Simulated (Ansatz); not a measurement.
# AgHPt (built on the sites of a database entry of LiHPd): a soft mode frozen in, part 2 of 3

Wanted: the energy along a soft mode of AgHPt (built on the sites of a database entry of LiHPd) and the structure at the end.

Ansatz 0.2.0; DFT r2SCAN, scalar-relativistic, plane waves, PAW.

So far. Step 4 (The mode frozen in, largest atomic shift 0.22 Å): The run ends at a pressure of 1.39 GPa, with forces up to 0.091 eV/Å. Step 5 (Energy along the mode, all amplitudes (two of the runs …): The lowest of the steps tried is at 0.22 Å, 2.52 meV/atom below the parent; the bottom of the well need not coincide with a step.

The structure was built from a prototype and need not be the compound's stable phase.

## (6) Relaxation from the frozen mode

Starting from the lowest point found, all atoms and the cell are let go, so that strain and other modes of the same symmetry can join in.

Input file input.yaml:

```yaml
crystal:
  lattice:
    - [2.7912040581, 0.0, 0.0]
    - [0.0, 2.7912040581, 0.0]
    - [0.0, 0.0, 4.5757372868]
  atoms:
    - { symbol: Ag, position: [0.4998945792, 0.499830043, 0.5] }
    - { symbol: H, position: [0.5415463996, 0.5669801192, 0.0] }
    - { symbol: Pt, position: [-0.0001563799, -0.0002521119, 0.0] }
kpoints:
  mp_grid: { grid: [16, 16, 12] }
hamiltonian:
  xc: r2scan
scf:
  occupations: { method: methfessel_paxton, width: 0.2 }
output:
  forces: true
  stress: true
  eigenvalues: true
  write_density: true
  write_potential: true
  elf: true
  volumetric_format: npy
relax:
  adjacent_minimum: "off"
  f_tol: 0.002
  max_steps: 120
  cell: { stress_tol: 0.03 }
```

Command:

```console
> ansatz run input.yaml --threads 8 --pin off --max-ram 14336MiB --backend cpu --events-out ev --progress --plain --runs-dir out
```

Numbers of over 12 decimals in the logs are rounded to 6 here.

The program printed:

```text
[...]
Crystal: 3 atoms, lattice volume = 35.649 Å³
Basis set: ecut = 500 eV, 873 PW (Γ), exchange–correlation on 96×96×144 points (64 copies of the dense FFT grid, shifted against one another)
Bands: 23, of which v1, the nominal top of the filled ones, is band 19 counted from 1 (18 counted from 0)
Symmetry: 2 space group operations
[...]
k-points: 910 of 3072 (time reversal used)
[...]
SCF iter   1: F=—  HF=-20156.654397 eV  |F-HF|=—  |Δ(HF+E_count)|=         —  Δρ=1.74e-2  dr2=1.23e-1  dr2_τ=1.89e-2  ethr=1.77e-3  ⟨swp⟩=4.7  Hψ=76646  notcnv=0
[...]
SCF iter   8: F=-20156.637465 eV  HF=-20156.637464 eV  |F-HF|=2.12e-8  |Δ(HF+E_count)|=   3.05e-7  S|Δr|=    0.00e0  Δρ=1.73e-5  dr2=8.62e-8  dr2_τ=4.72e-9  ethr=2.63e-10  ⟨swp⟩=6.6  Hψ=135518  notcnv=0
SCF 1 converged in 8 iterations: F = -20156.637465 eV  dr2 = 8.62e-8
[...]
relax step   1: F+E_penalty+E_count = -20156.63746452 eV  Δ(F+E_penalty+E_count) = +0.000e0 eV  max|allowed force component| = 7.488e-2 eV/Å  Δτ_max = 0.0000 Å  P = +1.391 GPa  Ω = 35.649 Å³  (8 SCF iters, dr2 threshold 1.00e-7 eV, accepted)
Crystal: 3 atoms, lattice volume = 36.189 Å³
Basis set: ecut = 500 eV, 905 PW (Γ), exchange–correlation on 96×96×144 points (64 copies of the dense FFT grid, shifted against one another)
[...]
iter 1 solved again at ethr=1.27e-5 eV; its pass at ethr=3.10e-3 eV (dr2=4.83e-3 eV) is discarded
[...]
SCF iter   6: F=-20156.643684 eV  HF=-20156.643684 eV  |F-HF|=4.46e-8  |Δ(HF+E_count)|=   8.26e-7  S|Δr|=    0.00e0  Δρ=2.15e-5  dr2=1.88e-7  dr2_τ=6.70e-9  ethr=7.89e-10  ⟨swp⟩=9.0  Hψ=145040  notcnv=0
SCF 2 converged in 6 iterations: F = -20156.643684 eV  dr2 = 1.88e-7
relax step   2: F+E_penalty+E_count = -20156.64368383 eV  Δ(F+E_penalty+E_count) = -6.219e-3 eV  max|allowed force component| = 6.850e-2 eV/Å  Δτ_max = 0.0358 Å  P = -1.491 GPa  Ω = 36.189 Å³  energy of the carried Pulay correction = -3.089e-4 eV  (6 SCF iters, dr2 threshold 3.00e-7 eV, accepted)
Crystal: 3 atoms, lattice volume = 35.874 Å³
Basis set: ecut = 500 eV, 897 PW (Γ), exchange–correlation on 96×96×144 points (64 copies of the dense FFT grid, shifted against one another)
[...]
SCF iter   6: F=-20156.648302 eV  HF=-20156.648302 eV  |F-HF|=8.40e-9  |Δ(HF+E_count)|=   2.20e-7  S|Δr|=    0.00e0  Δρ=9.99e-6  dr2=3.39e-8  dr2_τ=1.39e-9  ethr=7.89e-10  ⟨swp⟩=8.9  Hψ=139371  notcnv=0
SCF 3 converged in 6 iterations: F = -20156.648302 eV  dr2 = 3.39e-8
relax step   3: F+E_penalty+E_count = -20156.64830162 eV  Δ(F+E_penalty+E_count) = -4.618e-3 eV  max|allowed force component| = 9.442e-2 eV/Å  Δτ_max = 0.0218 Å  P = -0.429 GPa  Ω = 35.874 Å³  energy of the carried Pulay correction = -1.293e-4 eV  (6 SCF iters, dr2 threshold 3.00e-7 eV, accepted)
[... from here on, the SCF cycles and remarks between the steps are left out ...]
relax step   4: F+E_penalty+E_count = -20156.65521745 eV  Δ(F+E_penalty+E_count) = -6.916e-3 eV  max|allowed force component| = 1.045e-1 eV/Å  Δτ_max = 0.0375 Å  P = +0.522 GPa  Ω = 35.685 Å³  energy of the carried Pulay correction = -2.112e-5 eV  (6 SCF iters, dr2 threshold 3.00e-7 eV, accepted)
relax step   5: F+E_penalty+E_count = -20156.66968293 eV  Δ(F+E_penalty+E_count) = -1.447e-2 eV  max|allowed force component| = 5.588e-2 eV/Å  Δτ_max = 0.0556 Å  P = +0.028 GPa  Ω = 35.973 Å³  energy of the carried Pulay correction = -1.859e-4 eV  (7 SCF iters, dr2 threshold 3.00e-7 eV, accepted)
relax step   6: F+E_penalty+E_count = -20156.67722453 eV  Δ(F+E_penalty+E_count) = -7.542e-3 eV  max|allowed force component| = 1.223e-1 eV/Å  Δτ_max = 0.0936 Å  P = +2.353 GPa  Ω = 35.735 Å³  energy of the carried Pulay correction = -4.994e-5 eV  (8 SCF iters, dr2 threshold 3.00e-7 eV, accepted)
relax step   7: F+E_penalty+E_count = -20156.68377006 eV  Δ(F+E_penalty+E_count) = -6.546e-3 eV  max|allowed force component| = 7.539e-2 eV/Å  Δτ_max = 0.0129 Å  P = +1.149 GPa  Ω = 36.009 Å³  energy of the carried Pulay correction = -2.066e-4 eV  (5 SCF iters, dr2 threshold 3.00e-7 eV, accepted)
relax step   8: F+E_penalty+E_count = -20156.69453386 eV  Δ(F+E_penalty+E_count) = -1.076e-2 eV  max|allowed force component| = 2.660e-2 eV/Å  Δτ_max = 0.0585 Å  P = +0.297 GPa  Ω = 36.368 Å³  energy of the carried Pulay correction = -4.105e-4 eV  (7 SCF iters, dr2 threshold 3.00e-7 eV, accepted)
relax step   9: F+E_penalty+E_count = -20156.70073129 eV  Δ(F+E_penalty+E_count) = -6.197e-3 eV  max|allowed force component| = 3.755e-2 eV/Å  Δτ_max = 0.0929 Å  P = -0.517 GPa  Ω = 36.801 Å³  energy of the carried Pulay correction = -6.534e-4 eV  (9 SCF iters, dr2 threshold 3.00e-7 eV, accepted)
relax step  10: F+E_penalty+E_count = -20156.70207858 eV  Δ(F+E_penalty+E_count) = -1.347e-3 eV  max|allowed force component| = 2.702e-2 eV/Å  Δτ_max = 0.0458 Å  P = +0.587 GPa  Ω = 36.732 Å³  energy of the carried Pulay correction = -6.150e-4 eV  (7 SCF iters, dr2 threshold 3.00e-7 eV, accepted)
relax step  11: F+E_penalty+E_count = -20156.70301943 eV  Δ(F+E_penalty+E_count) = -9.409e-4 eV  max|allowed force component| = 2.480e-3 eV/Å  Δτ_max = 0.0160 Å  P = +0.003 GPa  Ω = 36.791 Å³  energy of the carried Pulay correction = -6.479e-4 eV  (5 SCF iters, dr2 threshold 3.00e-7 eV, accepted)
relax step  12: F+E_penalty+E_count = -20156.70303069 eV  Δ(F+E_penalty+E_count) = -1.127e-5 eV  max|allowed force component| = 8.976e-4 eV/Å  Δτ_max = 0.0042 Å  P = -0.020 GPa  Ω = 36.788 Å³  energy of the carried Pulay correction = -6.464e-4 eV  (9 SCF iters, dr2 threshold 3.84e-10 eV, accepted)
relax step  13: F+E_penalty+E_count = -20156.70714275 eV  Δ(F+E_penalty+E_count) = -4.112e-3 eV  max|allowed force component| = 1.387e-3 eV/Å  Δτ_max = 0.0000 Å  P = +0.033 GPa  Ω = 36.788 Å³  stress off target by 1.59e-1 GPa  SCF on the basis re-selected at this cell (its energy is not comparable with the rows above)  (8 SCF iters)
relax step  14: F+E_penalty+E_count = -20156.70721625 eV  Δ(F+E_penalty+E_count) = -7.350e-5 eV  max|allowed force component| = 2.724e-4 eV/Å  Δτ_max = 0.0058 Å  P = +0.005 GPa  Ω = 36.810 Å³  energy of the carried Pulay correction = -1.228e-5 eV  (8 SCF iters, dr2 threshold 6.30e-8 eV, accepted)
relax step  15: F+E_penalty+E_count = -20156.70722009 eV  Δ(F+E_penalty+E_count) = -3.832e-6 eV  max|allowed force component| = 3.005e-4 eV/Å  Δτ_max = 0.0013 Å  P = +0.008 GPa  Ω = 36.812 Å³  energy of the carried Pulay correction = -1.334e-5 eV  (5 SCF iters, dr2 threshold 3.58e-9 eV, accepted)
[...]
SCF iter   5: F=-20156.707236 eV  HF=-20156.707236 eV  |F-HF|=1.46e-11  |Δ(HF+E_count)|=  5.46e-11  S|Δr|=    0.00e0  Δρ=1.19e-7  dr2=3.74e-12  dr2_τ=6.20e-13  ethr=1.00e-12  ⟨swp⟩=5.0  Hψ=86911  notcnv=0
SCF 16 converged in 5 iterations: F = -20156.707236 eV  dr2 = 3.74e-12
relax step  16: F+E_penalty+E_count = -20156.70723633 eV  Δ(F+E_penalty+E_count) = -1.625e-5 eV  max|allowed force component| = 3.186e-4 eV/Å  Δτ_max = 0.0000 Å  P = +0.008 GPa  Ω = 36.812 Å³  stress off target by 1.20e-2 GPa  SCF on the basis re-selected at this cell (its energy is not comparable with the rows above)  (5 SCF iters)
[...]
SCF converged after 5 iterations
[...]
Free energy (F): -20156.707236 eV
[...]
Internal energy: -20156.707126 eV  (E = F + TS)
E sigma→0 (E₀):  -20156.707209 eV
Entropy (-TS):   -0.000110 eV (-0.037 meV/atom)
Fermi energy:    17.535093 eV
[...]
--- Forces (eV/Å), atoms counted from 1 ---
  atom   1  Ag    -0.00021540    -0.00021247     0.00000000
  atom   2  H     -0.00004971    -0.00010691    -0.00000000
  atom   3  Pt     0.00026397     0.00031826    -0.00000000
  max |Σ_I F_I| component: 1.13e-6 eV/Å
--- Stress (GPa, compression-positive) ---
        0.005917       0.003085      -0.000000
        0.003085       0.005199      -0.000000
       -0.000000      -0.000000       0.012005
  P = ⅓ Tr σ = 0.0077 GPa (0.077 kbar)
--- Band table (eV; the first three rows and the last of 910) ---
  k-point 0: bands = [... 15 lower, 13.7854, 14.9264, 15.9629, 15.9881, 17.5728, 20.9445, 26.6643, 31.5047]
  k-point 1: bands = [... 15 lower, 13.7745, 14.9426, 15.9406, 15.9905, 17.1848, 21.4019, 26.7141, 31.5407]
  k-point 2: bands = [... 15 lower, 13.7458, 14.9877, 15.8756, 15.9948, 16.3860, 22.3911, 26.8786, 31.6576]
  k-point 909: bands = [... 15 lower, 14.6670, 15.6341, 17.0302, 17.7403, 20.3794, 21.8458, 24.0977, 25.8817]
--- Relaxed structure (14 steps of the walk, 14 accepted, 2 SCFs on fresh bases) ---
  F+E_penalty+E_count = -20156.70723633 eV   max|allowed force component| = 3.186e-4 eV/Å   (the final SCF, on the basis selected at the relaxed cell)
  cell:  # Å, volume = 36.8121 Å³
    - [2.860674, 0.443103, 0.0]
    - [0.443103, 2.860684, 0.0]
    - [0.0, 0.0, 4.608913]
  atoms:
    - { symbol: Ag, position: [0.394014, 0.402437, 0.5] }
    - { symbol: H, position: [0.635448, 0.643876, 0.0] }
    - { symbol: Pt, position: [0.011823, 0.020245, 0.0] }
```

It took 5.3 min on 8 threads of Arm Neoverse V2, shared host; peak memory 1.3 GiB.

The steps of the relaxation:

```tsv
step	energy less that of the first step (eV)	largest force component (eV/Å)	pressure (GPa)	volume (Å³)
1	0.0000	0.0749	1.39	35.65
2	-0.0062	0.0685	-1.49	36.19
3	-0.0108	0.0944	-0.43	35.87
4	-0.0178	0.1045	0.52	35.69
5	-0.0322	0.0559	0.03	35.97
6	-0.0398	0.1223	2.35	35.74
7	-0.0463	0.0754	1.15	36.01
8	-0.0571	0.0266	0.30	36.37
9	-0.0633	0.0376	-0.52	36.80
10	-0.0646	0.0270	0.59	36.73
11	-0.0656	0.0025	0.00	36.79
12	-0.0656	0.0009	-0.02	36.79
13*	-0.0697	0.0014	0.03	36.79
14	-0.0698	0.0003	0.00	36.81
15	-0.0698	0.0003	0.01	36.81
16*	-0.0698	0.0003	0.01	36.81
```

Relaxation steps marked * repeat the geometry before them on a plane-wave basis chosen anew for their cell, so energy and pressure can jump there.

Forces are held to the 2 operations that the run works with; a distortion that breaks them can't arise in this run.

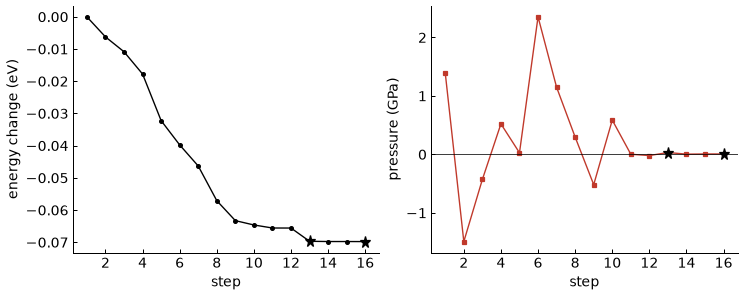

Energy and pressure along the relaxation. Stars mark steps on a basis chosen anew.

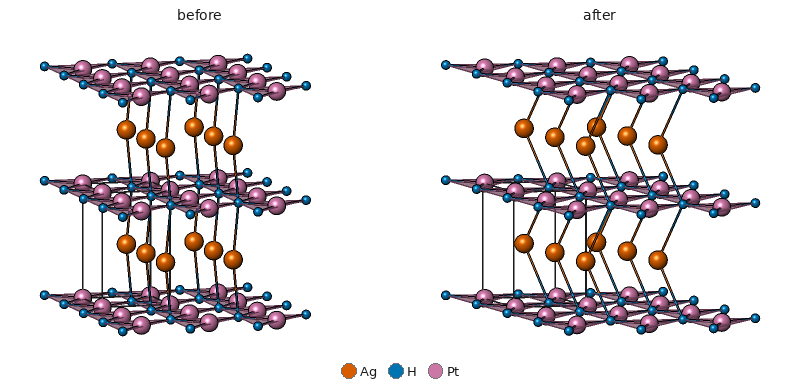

The structure before and after the relaxation, drawn at the same scale.

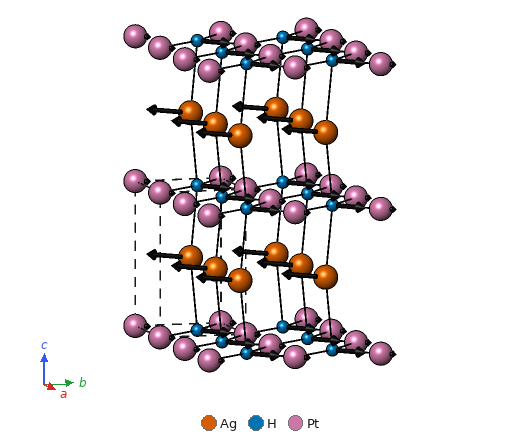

Displacements in the relaxation, exaggerated, measured against the changing cell; the longest in the cell stands for 0.48 Å. Bonds to atoms that aren't drawn are left out. 3×2×2 cells are drawn. Some periodic images of atoms are drawn too.

```tsv
cell as run	before	after	change
a (Å)	2.791	2.895	+3.7 %
b (Å)	2.791	2.895	+3.7 %
c (Å)	4.576	4.609	+0.7 %
γ (°)	90.00	72.39	-19.6 %
volume (Å³/atom)	11.88	12.27	+3.3 %
```

The atoms that moved most (Å, as changes of fractional coordinates times the final cell):

```tsv
atom	dx	dy	dz	length
Ag1	-0.346	-0.326	0.000	0.475
H2	0.303	0.262	0.000	0.400
Pt3	0.043	0.064	0.000	0.077
```

Final coordinates:

```
Ag H Pt
1.0
     2.86067    0.44310    0.00000
     0.44310    2.86068    0.00000
     0.00000    0.00000    4.60891
Ag H Pt
1 1 1
Direct
  0.39401 0.40244 0.50000
  0.63545 0.64388 0.00000
  0.01182 0.02025 0.00000
```

This step gave:

* pressure: 0.007707 GPa
* volume per atom: 12.27 Å³

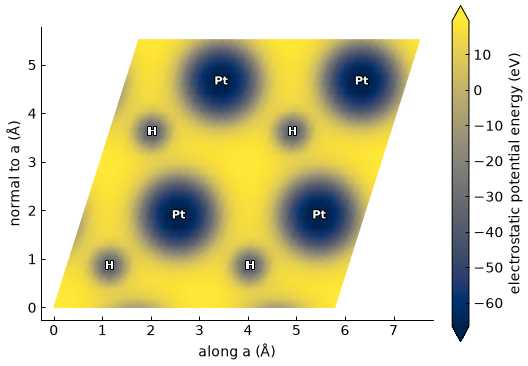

Electrostatic potential energy in the ab plane at fractional z = 0.000, with atoms of H and Pt within 0.2 Å of it. With pseudopotentials it is smooth inside the atoms' cores, unlike the true potential. The map starts off the cell's origin, so that atoms lie inside it.

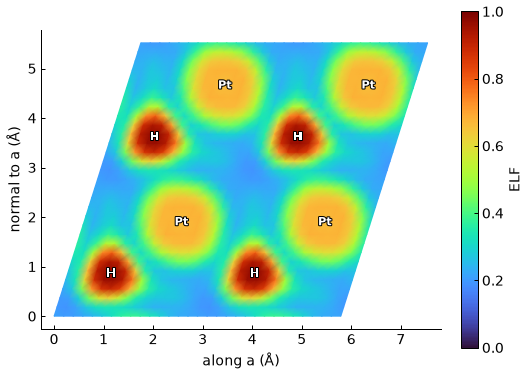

ELF in the ab plane at fractional z = 0.000, with atoms of H and Pt within 0.2 Å of it. It is the smooth field of the valence electrons, not physical close to the nuclei. The map starts off the cell's origin, so that atoms lie inside it.

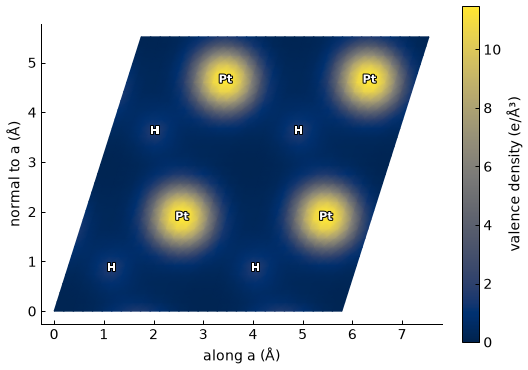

Valence density in the ab plane at fractional z = 0.000, with atoms of H and Pt within 0.2 Å of it. It is the smooth field of the valence electrons, not physical close to the nuclei. The map starts off the cell's origin, so that atoms lie inside it.

The distorted start has space group Pm; the relaxation ends in Amm2.

## (7) The new phase in its own primitive cell

The relaxed structure is symmetrised, reduced to its primitive cell and relaxed tightly, as its phonons need.

Input file input.yaml:

```yaml
crystal:
  lattice:
    - [4.6089134666, 0.0, 0.0]
    - [0.0, 1.7094847213, 2.3361266775]
    - [0.0, -1.7094847213, 2.3361266775]
  atoms:
    - { symbol: Ag, position: [0.5, 0.402436958, 0.402436958] }
    - { symbol: H, position: [0.0, 0.6438737059, 0.6438737059] }
    - { symbol: Pt, position: [0.0, 0.0202457152, 0.0202457152] }
kpoints:
  mp_grid: { grid: [10, 16, 16] }
hamiltonian:
  xc: r2scan
scf:
  occupations: { method: methfessel_paxton, width: 0.2 }
output:
  forces: true
  stress: true
  eigenvalues: true
relax:
  adjacent_minimum: "off"
  f_tol: 0.001
  max_steps: 60
  cell: { stress_tol: 0.01 }
```

The program printed:

```text
[...]
Crystal: 3 atoms, lattice volume = 36.812 Å³
Basis set: ecut = 500 eV, 943 PW (Γ), exchange–correlation on 144×96×96 points (64 copies of the dense FFT grid, shifted against one another)
Bands: 23, of which v1, the nominal top of the filled ones, is band 19 counted from 1 (18 counted from 0)
Symmetry: 4 space group operations
[...]
--- Relaxed structure (6 steps of the walk, 6 accepted, 1 SCFs on fresh bases) ---
[...]
cell:  # Å, volume = 36.8261 Å³
    - [4.612953, 0.0, 0.0]
    - [0.0, 1.705622, 2.340261]
    - [0.0, -1.705622, 2.340261]
  atoms:
    - { symbol: Ag, position: [0.5, 0.401386, 0.401386] }
    - { symbol: H, position: [0.0, 0.644738, 0.644738] }
    - { symbol: Pt, position: [0.0, 0.020432, 0.020432] }
[key lines of the parts left out:]
SCF converged after 6 iterations
Free energy (F): -20156.707303 eV
Fermi energy:    17.531484 eV
P = ⅓ Tr σ = 0.0003 GPa (0.003 kbar)
```

Elapsed: 59 s, on 8 threads; peak memory 0.91 GiB.

The steps of the relaxation:

```tsv
step	energy less that of the first step (eV)	largest force component (eV/Å)	pressure (GPa)	volume (Å³)
1	0.0000	0.0014	-0.01	36.81
2	0.0000	0.0011	-0.02	36.82
3	0.0000	0.0010	0.04	36.81
4	0.0000	0.0009	-0.04	36.84
5	0.0000	0.0011	0.00	36.83
6	0.0000	0.0000	0.00	36.83
7*	0.0000	0.0000	0.00	36.83
```

Relaxation steps marked * repeat the geometry before them on a plane-wave basis chosen anew for their cell, so energy and pressure can jump there.

The run keeps the 4 symmetry operations that it works with, so distortions that break them were not tested.

```tsv
conventional cell, symmetrised	before	after	change
a (Å)	4.609	4.613	+0.1 %
b (Å)	3.419	3.411	-0.2 %
c (Å)	4.672	4.681	+0.2 %
volume (Å³/atom)	12.27	12.28	+0.0 %
```

The relaxed structure:

```xyz
3
Lattice="4.6130 0.0000 0.0000 0.0000 1.7056 2.3403 0.0000 -1.7056 2.3403" Properties=species:S:1:pos:R:3 pbc="T T T"
Ag    2.3065    0.0000    1.8787
H     0.0000    0.0000    3.0177
Pt    0.0000    0.0000    0.0956
```

This step gave:

* pressure: 3.14e-4 GPa
* volume per atom: 12.28 Å³

The largest force component left is 0.0044 meV/Å and the pressure is 0.000 GPa, within the tolerances set. The cell now holds 12.28 Å³/atom.

(Continued in part 3 of 3.)

[Logs are printed without paths, hosts, clocks, repeated set-up lines and the standing remarks that a program may print on its own settings, such as how far it seeks lower states.]

[Hosts, paths, dates, database ids (printed as entryN), source tags and the programs' standing remarks are cut or masked in the printed files.]
